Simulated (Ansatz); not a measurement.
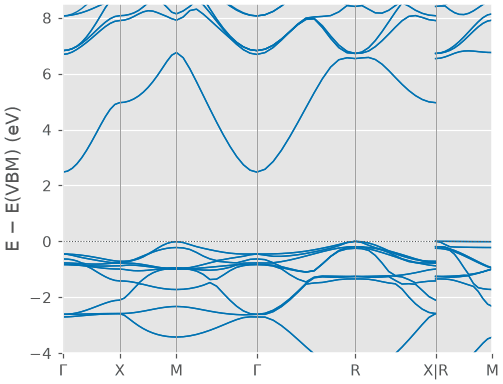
Figure: Band structure from DFT-r²SCAN with spin–orbit coupling in the program Ansatz with PAW potentials

Question: Read off the gap and where the band edges lie.

Answer: About 2.5 eV (2.48 eV by a search for the band edges); maximum at R, minimum at Γ.

The material is CsCdCl3 (cubic perovskite, Pm-3m).

The workflow started from a Materials Project entry (that database holds measured and hypothetical structures alike); the Crystallography Open Database files this formula in space group No. 221, but the cells were not matched. Its standing as an ambient phase is unchecked. The r²SCAN relaxation kept the symmetry of its start; its stability against distortions is not shown here.

Potentials: the later of the program's two PAW sets.
